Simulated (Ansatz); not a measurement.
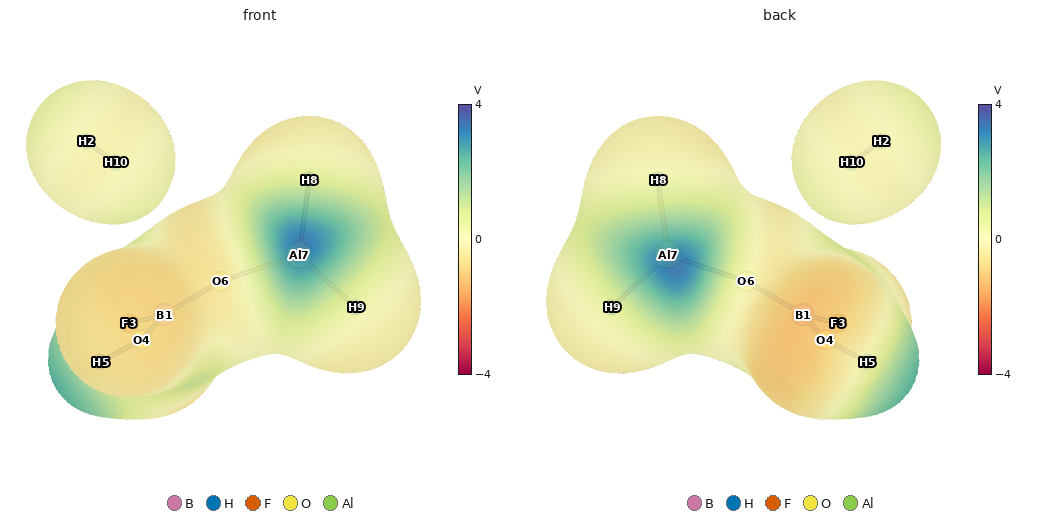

Figure. AlBFH3O2···H2. The molecular electrostatic potential painted on the density surface at 0.002 e/bohr³, seen from the front and from behind; red is negative and blue positive.

All numbers below come from RKS BLYP/6-31G* (Ansatz 0.2.0).

Input

```
crystal:
  periodic: [false, false, false]
  atoms:
    - { symbol: B, position_ang: [-0.08632, 0.503791, 0.034712] }
    - { symbol: H, position_ang: [-0.171327, -1.38499, 1.518306] }
    - { symbol: F, position_ang: [0.877889, -0.079066, -0.724815] }
    - { symbol: O, position_ang: [-1.406874, 0.369736, -0.318318] }
    - { symbol: H, position_ang: [-1.492015, -0.190227, -1.117224] }
    - { symbol: O, position_ang: [0.273924, 1.259666, 1.132492] }
    - { symbol: Al, position_ang: [0.82838, 2.580948, 2.079754] }
    - { symbol: H, position_ang: [1.185613, 2.256184, 3.598762] }
    - { symbol: H, position_ang: [0.955451, 4.01693, 1.401196] }
    - { symbol: H, position_ang: [0.02798, -0.813372, 1.891037] }
basis:
  gaussian: { orbitals: "6-31G*" }
hamiltonian:
  xc: blyp
relax:
  f_tol: 0.03
  max_steps: 50
output:
  orbitals: {}
```

Command:

```sh
ansatz run input.yaml --threads 2 --pin off --max-ram 3072MiB --backend cpu --events-out ev --progress --plain --runs-dir out
```

The fields are those of the relaxed geometry.

Where is the surface potential most negative and most positive?

Answer. The most negative region (about −1.2 V) lies over O4, the most positive (about +3.3 V) over Al7. O4 is the likeliest acceptor of a hydrogen bond.
